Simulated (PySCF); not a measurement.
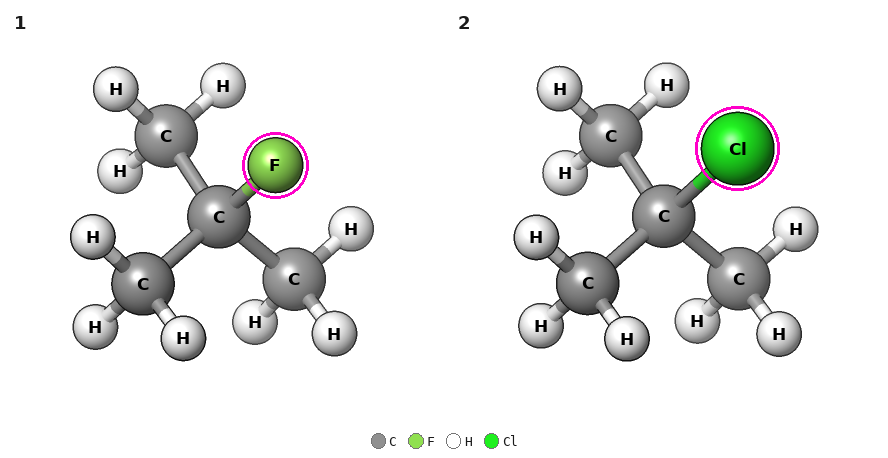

2 molecules with one skeleton, seen from the same side and at one scale; the atom that differs is circled. Charge 0, singlet. Computed geometries: PBE0-D3(BJ)/def2-SVP optimisations, one conformation each. Properties computed with PySCF 2.14.0.

One atom differs, called X below: F in panel 1, Cl in panel 2. Their formulas are C4H9F (`CC(C)(C)F`), C4H9Cl (`CC(C)(C)Cl`).

In which is the length of X–C larger (PBE0-D3(BJ)/def2-SVP)?

In panel 2 (X = Cl).

In which is the Hirshfeld charge of X higher (PBE0/pcSseg-1)?

In panel 2 (X = Cl).

Give the values. With PBE0-D3(BJ)/def2-SVP: length of X–C (Å), mean angle C–C–X (°). With PBE0/pcSseg-1: dipole moment (D), HOMO energy (Kohn–Sham orbital) (eV), HOMO–LUMO gap (eV), Hirshfeld charge of X (e), GIAO shielding of the C bonded to X (ppm).

```csv
quantity,1 (F),2 (Cl),2 − 1
length of X–C (Å),1.397,1.830,+0.433
mean angle C–C–X (°),106.8,107.1,+0.3
dipole moment (D),1.88,2.32,+0.44
HOMO energy (Kohn–Sham orbital) (eV),−9.10,−8.24,+0.86
HOMO–LUMO gap (eV),10.42,9.00,−1.42
Hirshfeld charge of X (e),−0.12,−0.08,+0.04
GIAO shielding of the C bonded to X (ppm),94.5,114.4,+19.9
```
